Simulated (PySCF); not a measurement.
# C3H3ClFSi (doublet): what the fields show

Input file:

```
{"job": {"kind": "epr", "basis": "pcH-1"}, "charge": 0, "multiplicity": 2}
F      1.637092     2.081086     0.588064
C      1.375655     1.112085    -0.334295
C      0.270910     0.106006    -0.258406
Si    -1.535315    -0.286830    -0.040596
C      1.555027    -0.290591    -0.147939
Cl     2.592743    -1.563350     0.128543
H     -1.809091    -0.400729     1.394097
H     -1.772742    -1.557867    -0.721690
H     -2.300719     0.806185    -0.632958
```

Launched as:

```sh
OMP_NUM_THREADS=1 python probes_run.py task.json out
```

Geometry: GFN2-xTB.

Theory: UKS B3LYP, pcH-1 on C Cl F H Si, non-relativistic, mean-field spin-orbit, GIAO in PySCF.

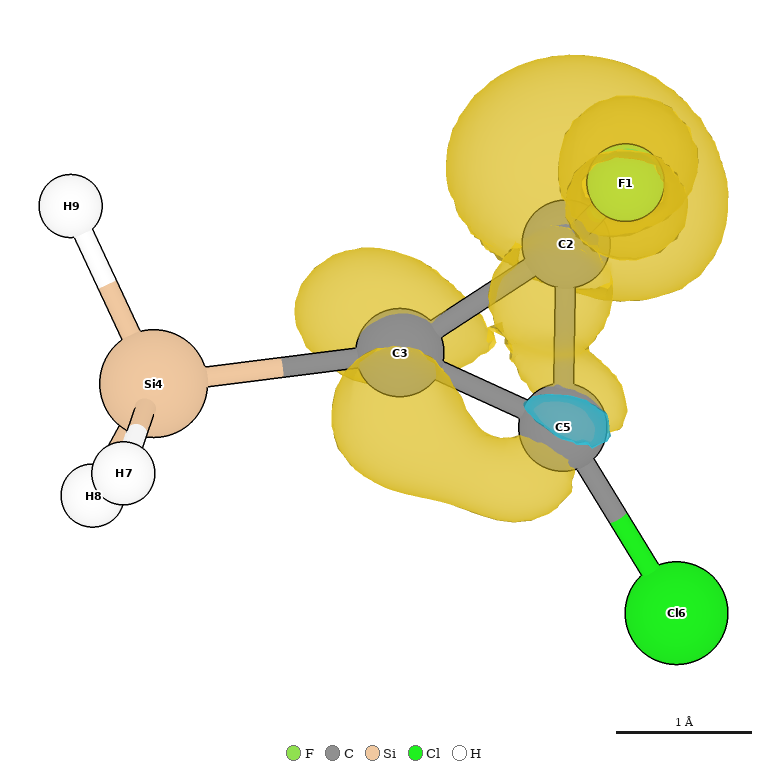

Figure 1. Isosurfaces of the spin density at +0.03 (yellow) and −0.03 e/Å³ (cyan), seen at a tilt.

Question: Describe the spin distribution.

Answer: The unpaired spin (1 electron) lies mostly on C2 (about 0.6), C3 (about 0.1) and F1 (about 0.1), in electrons by Hirshfeld's partition.

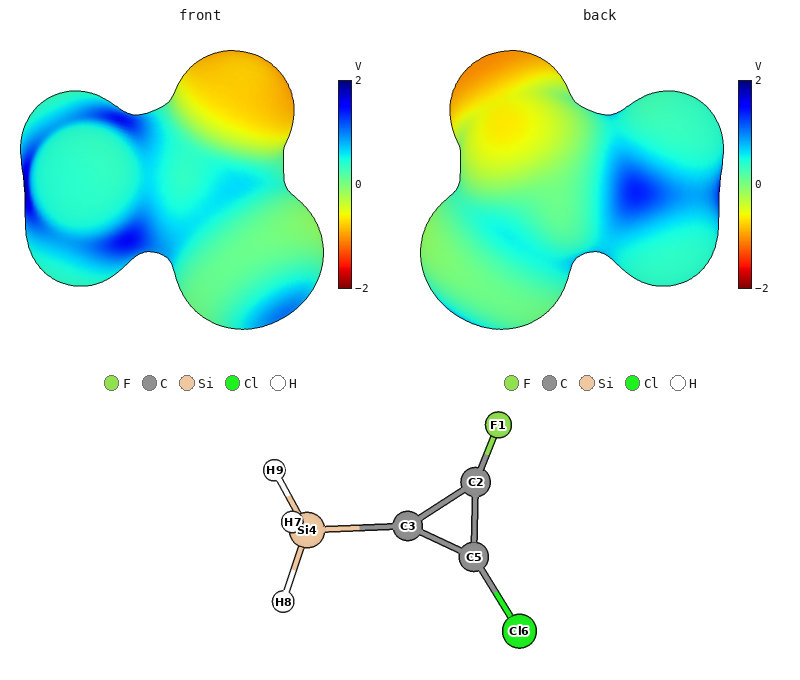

Figure 2. The molecular electrostatic potential painted on the density surface at 0.002 e/bohr³, seen from the front and from behind; the colour scale runs from red (negative) to blue (positive). The bare structure is drawn below in the same view.

Question: Where is the surface potential most negative and most positive?

Answer: The most negative region (about −1.0 V, or −23 kcal/mol for a unit charge) lies over F1, the most positive (about +1.7 V, or +39 kcal/mol for a unit charge) over Si4. Cl6 shows a σ-hole: about +1.0 V, or +23 kcal/mol for a unit charge at the tip opposite its bond, against about 0.0 V on its flanks.

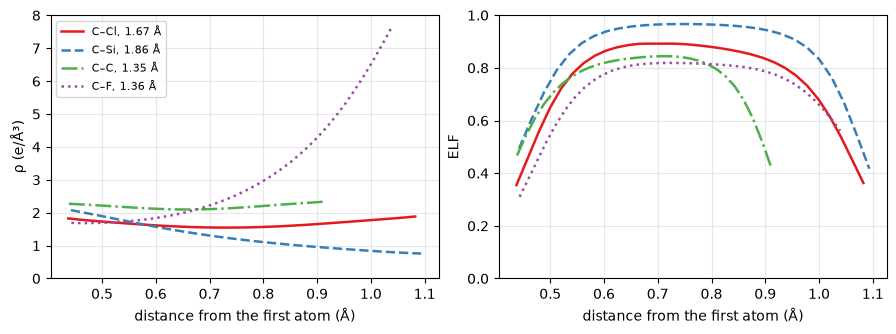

Figure 3. Electron density and ELF along straight lines between neighbouring atoms. The curves leave out the atomic cores.

Question: What can be read from the curves?

Answer: C–Cl (1.67 Å): the density is about 1.6 e/Å³ at the midpoint; the ELF peaks at about 0.90 between the atoms (a covalent bond).
C–Si (1.86 Å): ρ is about 0.92 e/Å³ halfway; the ELF peaks at about 0.95 between the atoms (a covalent bond).
C–C (1.35 Å): ρ is about 2.1 e/Å³ halfway; the ELF peaks at about 0.85 between the atoms, as expected for a covalent bond.
C–F (1.36 Å): ρ is about 2.1 e/Å³ halfway, with its minimum of 1.7 e/Å³ about 0.5 Å from C; the ELF peaks at about 0.80 between the atoms, as expected for a shared but strongly polarised pair.
